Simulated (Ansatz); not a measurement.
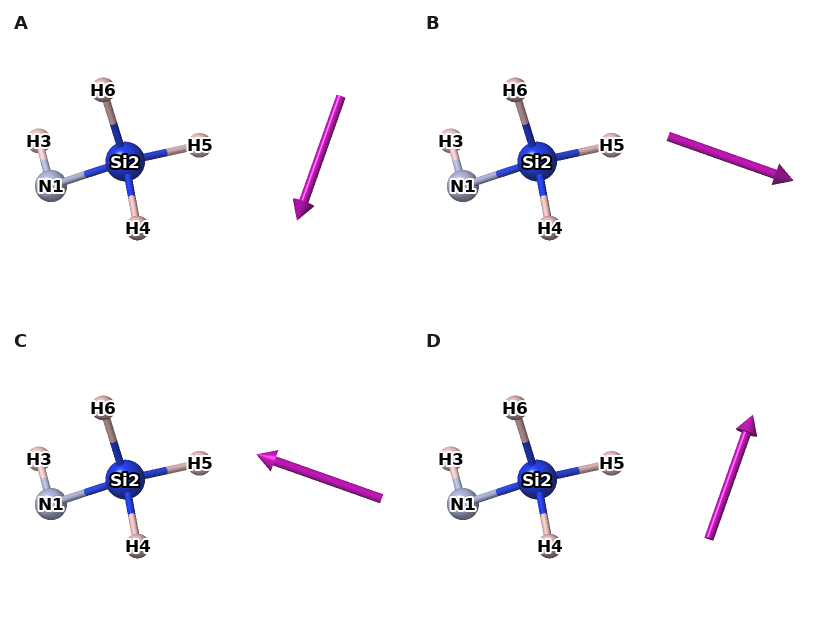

The same molecule four times, each with an arrow. State: neutral, doublet. Computed geometry: PBE0-D4/def2-TZVP optimisation. Properties computed with UKS PBE0-D4/def2-TZVP (Ansatz 0.2.0).

Which arrow points along the dipole moment, from the negative to the positive end?

Answer. D. The dipole moment is 1.41 D; it points from the side of H4 to the side of H5, H6 (the outermost atoms at the two ends).
